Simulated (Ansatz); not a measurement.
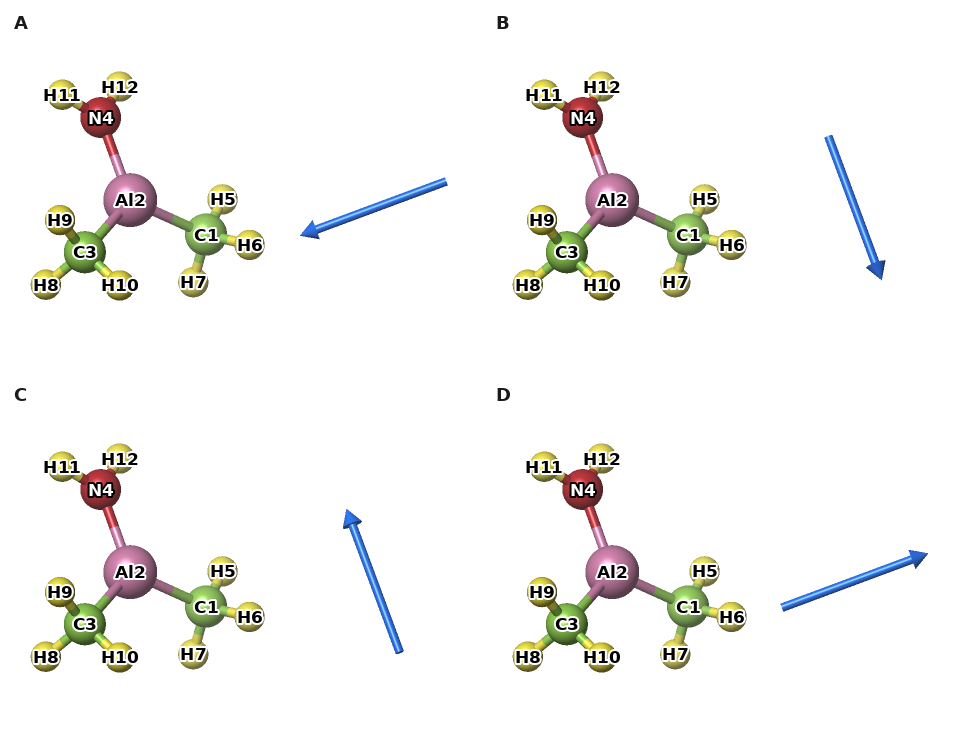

The same molecule four times, each with an arrow. The computed structure is the end point of a PBE0-D4/def2-TZVP optimisation. Method: RKS ωB97M-V/def2-TZVPP (Ansatz 0.2.0).

Which arrow points along the dipole moment, from the negative to the positive end?

Answer. C. The dipole moment is 0.62 D; it points from the side of H10 to the side of H11, H12 (the outermost atoms at the two ends).
